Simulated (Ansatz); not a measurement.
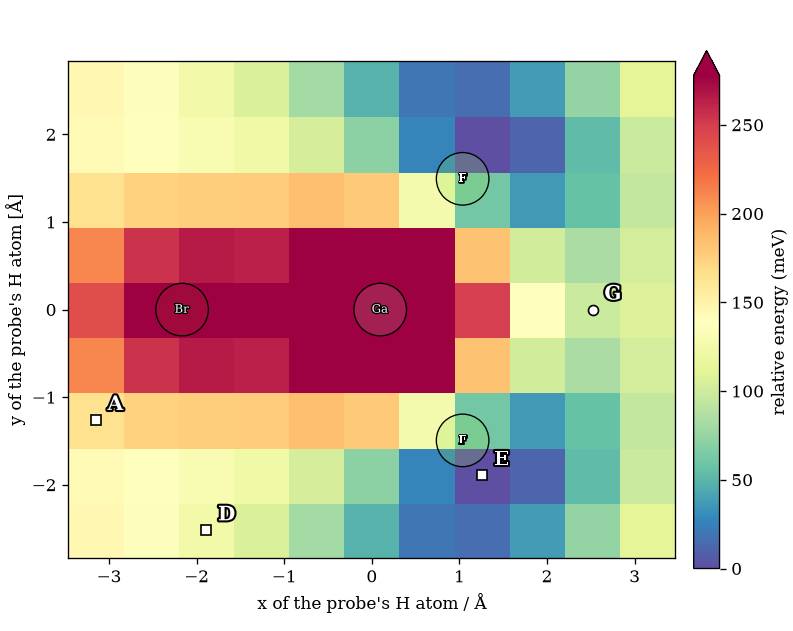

BrF₂Ga (SMILES [F][Ga]([F])[Br]) with the probe H2O. 
- The probe is moved over a plane parallel to the molecule's main plane, 2.10 Å above it.
- The first coordinate is: x of the probe's H atom; the second: y of the probe's H atom.
- Nothing is relaxed (molecule and probe rigid, the probe upright with H nearest the plane).
- The scan uses an 11 × 9 grid; 55 points were computed and 44 follow by symmetry.
- Points are written as (first, second).
- All energies are given in meV relative to the lowest grid point.
- Level of theory: RKS PBE-D4/def2-SVPD in Ansatz.

The picture shows one coloured cell a grid point, labelled circles for the molecule's atoms, projected on the plane, one colour for all values above the top of the scale, lettered points.

Q: Is G the lowest point of the computed grid?

A: No. G lies 98 meV above the lowest grid point, which is at (1.26 Å, −1.89 Å).

Q: What kind of point is each of E, G: minimum, saddle, maximum or slope?

A: E: minimum; G: saddle point. (In these two coordinates alone; a stationary point may lie a little off the grid point.)

Q: Rank the lettered points by energy, lowest first.

A: E (0 meV), G (98 meV), D (124 meV), A (164 meV).
